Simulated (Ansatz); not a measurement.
Band structure of Si (Fd-3m, 2 atoms in the cell).

```xyz
2
Lattice="0.0000 2.7218 2.7218 2.7218 0.0000 2.7218 2.7218 2.7218 0.0000" Properties=species:S:1:pos:R:3 pbc="T T T"
Si     1.3609     1.3609     1.3609
Si     0.0000     0.0000     0.0000
```

Level of theory: PBE, PAW files (plane waves; Ansatz, a quantum-chemistry and plane-wave program).

Settings: kpoints.mp_grid.grid = 8 8 8; hamiltonian.xc = pbe; hamiltonian.pseudopotentials = {kind: paw} (the program's default PAW files); scf.occupations.method = fermi_dirac; scf.occupations.width = 0.0037 Ry; kpoints.band_path.npoints = 8.

The starting cell comes from a database of computed structures (which also holds hypothetical and non-ambient phases and stackings), without a prior relaxation at this level.

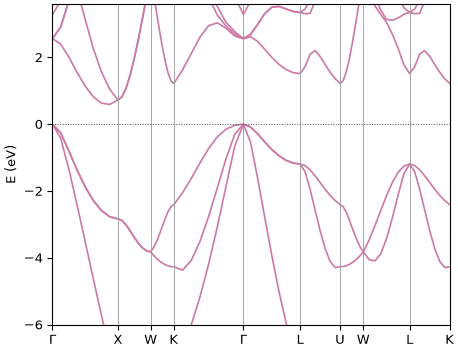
*Bands along the path, energies from the top of the valence band on the path.*

### Question
Read off roughly the gap and where its edges lie.

### Answer
The gap along the path is about 0.6 eV (computed: 0.59 eV), from Γ to a point between Γ and X; the smallest direct gap on it is 2.56 eV.

Levels in eV from the top of the valence band on the path, bands 1 to 7:
| point | 1 | 2 | 3 | 4 | 5 | 6 | 7 |
|---|---|---|---|---|---|---|---|
| Γ | -11.91 | 0.00 | 0.00 | 0.00 | 2.56 | 2.56 | 2.56 |
| X | -7.80 | -7.80 | -2.83 | -2.83 | 0.72 | 0.72 | 10.04 |
| W | -7.64 | -7.64 | -3.82 | -3.82 | 4.27 | 4.27 | 4.97 |
| K | -8.21 | -7.21 | -4.27 | -2.41 | 1.21 | 4.12 | 7.43 |
| L | -9.60 | -6.94 | -1.19 | -1.19 | 1.51 | 3.34 | 3.34 |
| U | -8.21 | -7.21 | -4.27 | -2.41 | 1.21 | 4.12 | 7.43 |

Keys are those of Ansatz 0.2.
